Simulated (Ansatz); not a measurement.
Run report: SnHCl₃, molecular dynamics (part 1 of 4)

System: SnHCl₃.
Method: RKS PBE0-D4/def2-SVP (Ansatz 0.2.0).

It belongs to a series of runs on one base structure; here: dynamics from the start.

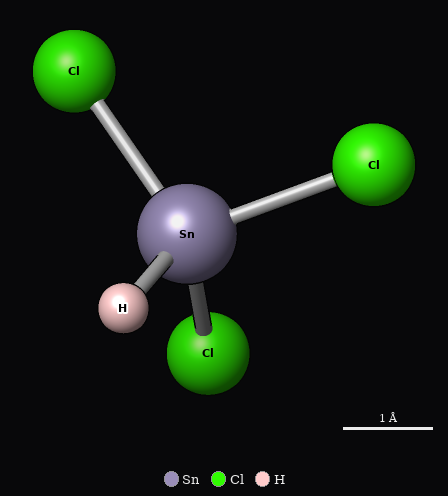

Fig. 1: The starting structure (ball-and-stick view, seen at a tilt). Sticks mark near contacts. Bond lengths as drawn: Cl–Sn 2.33 Å and H–Sn 1.70 Å.

Input:
```yaml
crystal:
  periodic: [false, false, false]
  atoms:
    - { symbol: Sn, position_ang: [-0.016832, -0.029936, -0.011796] }
    - { symbol: Cl, position_ang: [0.022812, 0.039208, 2.314085] }
    - { symbol: Cl, position_ang: [2.189444, 0.03924, -0.749063] }
    - { symbol: Cl, position_ang: [-1.059898, 1.915284, -0.749463] }
    - { symbol: H, position_ang: [-0.817526, -1.416997, -0.578163] }
basis:
  gaussian: { orbitals: def2-SVP }
hamiltonian:
  xc: pbe0
  dispersion: d4
md:
  timestep: 0.5
  n_steps: 150
  ensemble: nve
  temperature: 1500.0
  initial_velocities: maxwell_boltzmann
  seed: 515996
```

Launch command:
```bash
ansatz run input.yaml --threads 1 --pin off --max-ram 2048MiB --backend cpu --events-out ev --progress --plain --runs-dir out
```

What the program printed:
```
Engine: ansatz 0.2.0, aarch64-unknown-linux-gnu
Functional definition: PBE0
  parameter a = 0.25
  parameter kappa = 0.804
  parameter beta = 0.06672455060314922
  exchange = (1 - a)*pbe_x(kappa = kappa, mu = beta*pi^2/3) + a*exact_x
  correlation = pbe_c(beta = beta)
929 factors; integrals over basis functions are off by at most 2.9e-4 eV
mean field evaluation 1: about -43393.9012 eV, gradient 2.0e1 eV
mean field evaluation 2: about -43393.1458 eV, gradient 2.7e1 eV
mean field evaluation 4: about -43395.0429 eV, gradient 3.2e-1 eV
mean field evaluation 8: about -43395.0478 eV, gradient 2.1e-3 eV
mean field -43395.04780379 eV, -1594.7385925695 hartree, gradient 1.4e-5 eV, S^2 0.000000; 0 other end points of the search recorded, 0 dependent functions left out
the calculation of the forces begins
reference -43395.04782987 eV, -1594.7385935279 hartree; 37, 37 occupied and 48, 48 virtual orbitals, 929 factors
md step     0: t =     0.00 fs  T =  1500.0 K  F+E_penalty+E_count = -43395.20557767 eV  E_kin = 0.581670 eV  conserved = -43394.62390767 eV  (22 SCF iters)
these checks for a lower state are left out or cut short: starts, cluster_reference, orbital_swaps, neighbouring_geometries, increment
929 factors; integrals over basis functions are off by at most 2.9e-4 eV
mean field evaluation 16: about -43395.0474 eV, gradient 7.3e-2 eV
mean field -43395.04739392 eV, -1594.7385775070 hartree, gradient 1.7e-5 eV, S^2 0.000000; 0 other end points of the search recorded, 0 dependent functions left out
the calculation of the forces begins
reference -43395.04742001 eV, -1594.7385784657 hartree; 37, 37 occupied and 48, 48 virtual orbitals, 929 factors
md step     1: t =     0.50 fs  T =  1498.6 K  F+E_penalty+E_count = -43395.20504437 eV  E_kin = 0.581139 eV  conserved = -43394.62390576 eV  (28 SCF iters, 3 dispersion substeps)
[... from here on the SCF iterations and repeated set-up lines of each step are left out, up to the last step ...]
md step     2: t =     1.00 fs  T =  1494.6 K  F+E_penalty+E_count = -43395.20345995 eV  E_kin = 0.579559 eV  conserved = -43394.62390145 eV  (28 SCF iters, 3 dispersion substeps)
md step     3: t =     1.50 fs  T =  1487.9 K  F+E_penalty+E_count = -43395.20088983 eV  E_kin = 0.576995 eV  conserved = -43394.62389527 eV  (28 SCF iters, 3 dispersion substeps)
md step     4: t =     2.00 fs  T =  1479.0 K  F+E_penalty+E_count = -43395.19742973 eV  E_kin = 0.573542 eV  conserved = -43394.62388774 eV  (28 SCF iters, 3 dispersion substeps)
md step     5: t =     2.50 fs  T =  1468.1 K  F+E_penalty+E_count = -43395.19319575 eV  E_kin = 0.569316 eV  conserved = -43394.62387987 eV  (28 SCF iters, 3 dispersion substeps)
md step     6: t =     3.00 fs  T =  1455.6 K  F+E_penalty+E_count = -43395.18831012 eV  E_kin = 0.564438 eV  conserved = -43394.62387253 eV  (28 SCF iters, 3 dispersion substeps)
md step     7: t =     3.50 fs  T =  1441.6 K  F+E_penalty+E_count = -43395.18288667 eV  E_kin = 0.559020 eV  conserved = -43394.62386651 eV  (28 SCF iters, 3 dispersion substeps)
md step     8: t =     4.00 fs  T =  1426.5 K  F+E_penalty+E_count = -43395.17701746 eV  E_kin = 0.553155 eV  conserved = -43394.62386251 eV  (22 SCF iters, 3 dispersion substeps)
md step     9: t =     4.50 fs  T =  1410.3 K  F+E_penalty+E_count = -43395.17076288 eV  E_kin = 0.546902 eV  conserved = -43394.62386079 eV  (22 SCF iters, 3 dispersion substeps)
md step    10: t =     5.00 fs  T =  1393.3 K  F+E_penalty+E_count = -43395.16414748 eV  E_kin = 0.540286 eV  conserved = -43394.62386123 eV  (22 SCF iters, 3 dispersion substeps)
md step    11: t =     5.50 fs  T =  1375.3 K  F+E_penalty+E_count = -43395.15716187 eV  E_kin = 0.533299 eV  conserved = -43394.62386333 eV  (22 SCF iters, 3 dispersion substeps)
md step    12: t =     6.00 fs  T =  1356.2 K  F+E_penalty+E_count = -43395.14977048 eV  E_kin = 0.525904 eV  conserved = -43394.62386634 eV  (22 SCF iters, 3 dispersion substeps)
md step    13: t =     6.50 fs  T =  1335.9 K  F+E_penalty+E_count = -43395.14192353 eV  E_kin = 0.518054 eV  conserved = -43394.62386935 eV  (22 SCF iters, 3 dispersion substeps)
md step    14: t =     7.00 fs  T =  1314.4 K  F+E_penalty+E_count = -43395.13357107 eV  E_kin = 0.509699 eV  conserved = -43394.62387165 eV  (22 SCF iters, 3 dispersion substeps)
md step    15: t =     7.50 fs  T =  1291.5 K  F+E_penalty+E_count = -43395.12467599 eV  E_kin = 0.500804 eV  conserved = -43394.62387228 eV  (22 SCF iters, 3 dispersion substeps)
md step    16: t =     8.00 fs  T =  1267.1 K  F+E_penalty+E_count = -43395.11522573 eV  E_kin = 0.491355 eV  conserved = -43394.62387102 eV  (22 SCF iters, 3 dispersion substeps)
md step    17: t =     8.50 fs  T =  1241.3 K  F+E_penalty+E_count = -43395.10523826 eV  E_kin = 0.481371 eV  conserved = -43394.62386763 eV  (22 SCF iters, 3 dispersion substeps)
md step    18: t =     9.00 fs  T =  1214.4 K  F+E_penalty+E_count = -43395.09476449 eV  E_kin = 0.470902 eV  conserved = -43394.62386241 eV  (24 SCF iters, 3 dispersion substeps)
md step    19: t =     9.50 fs  T =  1186.3 K  F+E_penalty+E_count = -43395.08388513 eV  E_kin = 0.460029 eV  conserved = -43394.62385570 eV  (22 SCF iters, 3 dispersion substeps)
md step    20: t =    10.00 fs  T =  1157.5 K  F+E_penalty+E_count = -43395.07270447 eV  E_kin = 0.448856 eV  conserved = -43394.62384822 eV  (22 SCF iters, 3 dispersion substeps)
md step    21: t =    10.50 fs  T =  1128.2 K  F+E_penalty+E_count = -43395.06134057 eV  E_kin = 0.437500 eV  conserved = -43394.62384044 eV  (22 SCF iters, 3 dispersion substeps)
md step    22: t =    11.00 fs  T =  1098.8 K  F+E_penalty+E_count = -43395.04991539 eV  E_kin = 0.426082 eV  conserved = -43394.62383322 eV  (22 SCF iters, 3 dispersion substeps)
md step    23: t =    11.50 fs  T =  1069.5 K  F+E_penalty+E_count = -43395.03854350 eV  E_kin = 0.414717 eV  conserved = -43394.62382695 eV  (22 SCF iters, 3 dispersion substeps)
md step    24: t =    12.00 fs  T =  1040.5 K  F+E_penalty+E_count = -43395.02732348 eV  E_kin = 0.403501 eV  conserved = -43394.62382217 eV  (22 SCF iters, 3 dispersion substeps)
md step    25: t =    12.50 fs  T =  1012.2 K  F+E_penalty+E_count = -43395.01633032 eV  E_kin = 0.392511 eV  conserved = -43394.62381917 eV  (22 SCF iters, 3 dispersion substeps)
md step    26: t =    13.00 fs  T =   984.6 K  F+E_penalty+E_count = -43395.00561108 eV  E_kin = 0.381793 eV  conserved = -43394.62381802 eV  (22 SCF iters, 3 dispersion substeps)
md step    27: t =    13.50 fs  T =   957.7 K  F+E_penalty+E_count = -43394.99518365 eV  E_kin = 0.371365 eV  conserved = -43394.62381870 eV  (22 SCF iters, 3 dispersion substeps)
md step    28: t =    14.00 fs  T =   931.5 K  F+E_penalty+E_count = -43394.98503820 eV  E_kin = 0.361217 eV  conserved = -43394.62382072 eV  (22 SCF iters, 3 dispersion substeps)
md step    29: t =    14.50 fs  T =   906.0 K  F+E_penalty+E_count = -43394.97514268 eV  E_kin = 0.351319 eV  conserved = -43394.62382370 eV  (22 SCF iters, 3 dispersion substeps)
md step    30: t =    15.00 fs  T =   881.0 K  F+E_penalty+E_count = -43394.96544987 eV  E_kin = 0.341623 eV  conserved = -43394.62382704 eV  (22 SCF iters, 3 dispersion substeps)
md step    31: t =    15.50 fs  T =   856.4 K  F+E_penalty+E_count = -43394.95590695 eV  E_kin = 0.332077 eV  conserved = -43394.62383012 eV  (22 SCF iters, 3 dispersion substeps)
md step    32: t =    16.00 fs  T =   832.0 K  F+E_penalty+E_count = -43394.94646578 eV  E_kin = 0.322633 eV  conserved = -43394.62383229 eV  (22 SCF iters, 3 dispersion substeps)
md step    33: t =    16.50 fs  T =   807.8 K  F+E_penalty+E_count = -43394.93709309 eV  E_kin = 0.313260 eV  conserved = -43394.62383298 eV  (22 SCF iters, 3 dispersion substeps)
md step    34: t =    17.00 fs  T =   783.8 K  F+E_penalty+E_count = -43394.92777905 eV  E_kin = 0.303947 eV  conserved = -43394.62383184 eV  (22 SCF iters, 3 dispersion substeps)
md step    35: t =    17.50 fs  T =   760.0 K  F+E_penalty+E_count = -43394.91854287 eV  E_kin = 0.294714 eV  conserved = -43394.62382862 eV  (22 SCF iters, 3 dispersion substeps)
md step    36: t =    18.00 fs  T =   736.5 K  F+E_penalty+E_count = -43394.90943504 eV  E_kin = 0.285611 eV  conserved = -43394.62382374 eV  (22 SCF iters, 3 dispersion substeps)
md step    37: t =    18.50 fs  T =   713.6 K  F+E_penalty+E_count = -43394.90053367 eV  E_kin = 0.276716 eV  conserved = -43394.62381755 eV  (22 SCF iters, 3 dispersion substeps)
md step    38: t =    19.00 fs  T =   691.4 K  F+E_penalty+E_count = -43394.89193732 eV  E_kin = 0.268127 eV  conserved = -43394.62381073 eV  (22 SCF iters, 3 dispersion substeps)
md step    39: t =    19.50 fs  T =   670.4 K  F+E_penalty+E_count = -43394.88375361 eV  E_kin = 0.259949 eV  conserved = -43394.62380426 eV  (22 SCF iters, 3 dispersion substeps)
md step    40: t =    20.00 fs  T =   650.6 K  F+E_penalty+E_count = -43394.87608522 eV  E_kin = 0.252286 eV  conserved = -43394.62379895 eV  (24 SCF iters, 3 dispersion substeps)
md step    41: t =    20.50 fs  T =   632.4 K  F+E_penalty+E_count = -43394.86901623 eV  E_kin = 0.245221 eV  conserved = -43394.62379554 eV  (22 SCF iters, 3 dispersion substeps)
md step    42: t =    21.00 fs  T =   615.8 K  F+E_penalty+E_count = -43394.86260061 eV  E_kin = 0.238806 eV  conserved = -43394.62379449 eV  (22 SCF iters, 3 dispersion substeps)
md step    43: t =    21.50 fs  T =   601.0 K  F+E_penalty+E_count = -43394.85685513 eV  E_kin = 0.233059 eV  conserved = -43394.62379593 eV  (22 SCF iters, 3 dispersion substeps)
md step    44: t =    22.00 fs  T =   587.9 K  F+E_penalty+E_count = -43394.85175782 eV  E_kin = 0.227958 eV  conserved = -43394.62379948 eV  (22 SCF iters, 3 dispersion substeps)
md step    45: t =    22.50 fs  T =   576.2 K  F+E_penalty+E_count = -43394.84725294 eV  E_kin = 0.223448 eV  conserved = -43394.62380456 eV  (22 SCF iters, 3 dispersion substeps)
md step    46: t =    23.00 fs  T =   565.9 K  F+E_penalty+E_count = -43394.84326065 eV  E_kin = 0.219450 eV  conserved = -43394.62381031 eV  (21 SCF iters, 3 dispersion substeps)
md step    47: t =    23.50 fs  T =   556.7 K  F+E_penalty+E_count = -43394.83969027 eV  E_kin = 0.215874 eV  conserved = -43394.62381584 eV  (22 SCF iters, 3 dispersion substeps)
md step    48: t =    24.00 fs  T =   548.3 K  F+E_penalty+E_count = -43394.83645453 eV  E_kin = 0.212634 eV  conserved = -43394.62382032 eV  (22 SCF iters, 3 dispersion substeps)
md step    49: t =    24.50 fs  T =   540.7 K  F+E_penalty+E_count = -43394.83348243 eV  E_kin = 0.209659 eV  conserved = -43394.62382311 eV  (22 SCF iters, 3 dispersion substeps)
md step    50: t =    25.00 fs  T =   533.6 K  F+E_penalty+E_count = -43394.83072917 eV  E_kin = 0.206905 eV  conserved = -43394.62382396 eV  (22 SCF iters, 3 dispersion substeps)
md step    51: t =    25.50 fs  T =   527.0 K  F+E_penalty+E_count = -43394.82818110 eV  E_kin = 0.204358 eV  conserved = -43394.62382280 eV  (22 SCF iters, 3 dispersion substeps)
md step    52: t =    26.00 fs  T =   521.0 K  F+E_penalty+E_count = -43394.82585641 eV  E_kin = 0.202037 eV  conserved = -43394.62381991 eV  (22 SCF iters, 3 dispersion substeps)
md step    53: t =    26.50 fs  T =   515.7 K  F+E_penalty+E_count = -43394.82380099 eV  E_kin = 0.199985 eV  conserved = -43394.62381569 eV  (22 SCF iters, 3 dispersion substeps)
md step    54: t =    27.00 fs  T =   511.3 K  F+E_penalty+E_count = -43394.82208134 eV  E_kin = 0.198270 eV  conserved = -43394.62381095 eV  (22 SCF iters, 3 dispersion substeps)
md step    55: t =    27.50 fs  T =   507.9 K  F+E_penalty+E_count = -43394.82077418 eV  E_kin = 0.196968 eV  conserved = -43394.62380612 eV  (22 SCF iters, 3 dispersion substeps)
md step    56: t =    28.00 fs  T =   505.8 K  F+E_penalty+E_count = -43394.81995667 eV  E_kin = 0.196155 eV  conserved = -43394.62380197 eV  (22 SCF iters, 3 dispersion substeps)
md step    57: t =    28.50 fs  T =   505.2 K  F+E_penalty+E_count = -43394.81969567 eV  E_kin = 0.195897 eV  conserved = -43394.62379897 eV  (22 SCF iters, 3 dispersion substeps)
md step    58: t =    29.00 fs  T =   506.1 K  F+E_penalty+E_count = -43394.82003928 eV  E_kin = 0.196242 eV  conserved = -43394.62379756 eV  (22 SCF iters, 3 dispersion substeps)
md step    59: t =    29.50 fs  T =   508.6 K  F+E_penalty+E_count = -43394.82101027 eV  E_kin = 0.197212 eV  conserved = -43394.62379796 eV  (21 SCF iters, 3 dispersion substeps)
md step    60: t =    30.00 fs  T =   512.7 K  F+E_penalty+E_count = -43394.82260242 eV  E_kin = 0.198802 eV  conserved = -43394.62380021 eV  (21 SCF iters, 3 dispersion substeps)
md step    61: t =    30.50 fs  T =   518.3 K  F+E_penalty+E_count = -43394.82478006 eV  E_kin = 0.200976 eV  conserved = -43394.62380415 eV  (22 SCF iters, 3 dispersion substeps)
md step    62: t =    31.00 fs  T =   525.2 K  F+E_penalty+E_count = -43394.82748064 eV  E_kin = 0.203671 eV  conserved = -43394.62380942 eV  (24 SCF iters, 3 dispersion substeps)
md step    63: t =    31.50 fs  T =   533.3 K  F+E_penalty+E_count = -43394.83062040 eV  E_kin = 0.206805 eV  conserved = -43394.62381552 eV  (22 SCF iters, 3 dispersion substeps)
md step    64: t =    32.00 fs  T =   542.3 K  F+E_penalty+E_count = -43394.83410241 eV  E_kin = 0.210281 eV  conserved = -43394.62382181 eV  (22 SCF iters, 3 dispersion substeps)
md step    65: t =    32.50 fs  T =   551.9 K  F+E_penalty+E_count = -43394.83782655 eV  E_kin = 0.213999 eV  conserved = -43394.62382767 eV  (22 SCF iters, 3 dispersion substeps)
md step    66: t =    33.00 fs  T =   561.8 K  F+E_penalty+E_count = -43394.84169999 eV  E_kin = 0.217868 eV  conserved = -43394.62383244 eV  (22 SCF iters, 3 dispersion substeps)
md step    67: t =    33.50 fs  T =   572.0 K  F+E_penalty+E_count = -43394.84564751 eV  E_kin = 0.221812 eV  conserved = -43394.62383558 eV  (22 SCF iters, 3 dispersion substeps)
md step    68: t =    34.00 fs  T =   582.2 K  F+E_penalty+E_count = -43394.84961993 eV  E_kin = 0.225783 eV  conserved = -43394.62383676 eV  (22 SCF iters, 3 dispersion substeps)
md step    69: t =    34.50 fs  T =   592.5 K  F+E_penalty+E_count = -43394.85359928 eV  E_kin = 0.229763 eV  conserved = -43394.62383588 eV  (22 SCF iters, 3 dispersion substeps)
md step    70: t =    35.00 fs  T =   602.8 K  F+E_penalty+E_count = -43394.85759999 eV  E_kin = 0.233767 eV  conserved = -43394.62383319 eV  (22 SCF iters, 3 dispersion substeps)
md step    71: t =    35.50 fs  T =   613.3 K  F+E_penalty+E_count = -43394.86167135 eV  E_kin = 0.237836 eV  conserved = -43394.62383533 eV  (22 SCF iters, 3 dispersion substeps)
md step    72: t =    36.00 fs  T =   624.2 K  F+E_penalty+E_count = -43394.86586443 eV  E_kin = 0.242034 eV  conserved = -43394.62383084 eV  (22 SCF iters, 3 dispersion substeps)
md step    73: t =    36.50 fs  T =   635.5 K  F+E_penalty+E_count = -43394.87025671 eV  E_kin = 0.246430 eV  conserved = -43394.62382672 eV  (22 SCF iters, 3 dispersion substeps)
md step    74: t =    37.00 fs  T =   647.5 K  F+E_penalty+E_count = -43394.87491358 eV  E_kin = 0.251090 eV  conserved = -43394.62382387 eV  (21 SCF iters, 3 dispersion substeps)
md step    75: t =    37.50 fs  T =   660.3 K  F+E_penalty+E_count = -43394.87988056 eV  E_kin = 0.256058 eV  conserved = -43394.62382299 eV  (22 SCF iters, 3 dispersion substeps)
md step    76: t =    38.00 fs  T =   674.0 K  F+E_penalty+E_count = -43394.88517207 eV  E_kin = 0.261348 eV  conserved = -43394.62382439 eV  (22 SCF iters, 3 dispersion substeps)
md step    77: t =    38.50 fs  T =   688.4 K  F+E_penalty+E_count = -43394.89076539 eV  E_kin = 0.266937 eV  conserved = -43394.62382831 eV  (22 SCF iters, 3 dispersion substeps)
md step    78: t =    39.00 fs  T =   703.4 K  F+E_penalty+E_count = -43394.89659964 eV  E_kin = 0.272765 eV  conserved = -43394.62383427 eV  (22 SCF iters, 3 dispersion substeps)
md step    79: t =    39.50 fs  T =   718.8 K  F+E_penalty+E_count = -43394.90258193 eV  E_kin = 0.278740 eV  conserved = -43394.62384169 eV  (22 SCF iters, 3 dispersion substeps)
md step    80: t =    40.00 fs  T =   734.3 K  F+E_penalty+E_count = -43394.90859735 eV  E_kin = 0.284748 eV  conserved = -43394.62384953 eV  (22 SCF iters, 3 dispersion substeps)
md step    81: t =    40.50 fs  T =   749.6 K  F+E_penalty+E_count = -43394.91452915 eV  E_kin = 0.290666 eV  conserved = -43394.62386280 eV  (22 SCF iters, 3 dispersion substeps)
md step    82: t =    41.00 fs  T =   764.3 K  F+E_penalty+E_count = -43394.92024887 eV  E_kin = 0.296380 eV  conserved = -43394.62386895 eV  (22 SCF iters, 3 dispersion substeps)
md step    83: t =    41.50 fs  T =   778.3 K  F+E_penalty+E_count = -43394.92566437 eV  E_kin = 0.301791 eV  conserved = -43394.62387345 eV  (29 SCF iters, 3 dispersion substeps)
md step    84: t =    42.00 fs  T =   791.2 K  F+E_penalty+E_count = -43394.93070511 eV  E_kin = 0.306829 eV  conserved = -43394.62387593 eV  (23 SCF iters, 3 dispersion substeps)
md step    85: t =    42.50 fs  T =   803.2 K  F+E_penalty+E_count = -43394.93533250 eV  E_kin = 0.311456 eV  conserved = -43394.62387634 eV  (29 SCF iters, 3 dispersion substeps)
md step    86: t =    43.00 fs  T =   814.0 K  F+E_penalty+E_count = -43394.93953980 eV  E_kin = 0.315665 eV  conserved = -43394.62387516 eV  (29 SCF iters, 3 dispersion substeps)
md step    87: t =    43.50 fs  T =   823.9 K  F+E_penalty+E_count = -43394.94334677 eV  E_kin = 0.319474 eV  conserved = -43394.62387270 eV  (29 SCF iters, 3 dispersion substeps)
md step    88: t =    44.00 fs  T =   832.7 K  F+E_penalty+E_count = -43394.94679250 eV  E_kin = 0.322923 eV  conserved = -43394.62386981 eV  (22 SCF iters, 3 dispersion substeps)
```
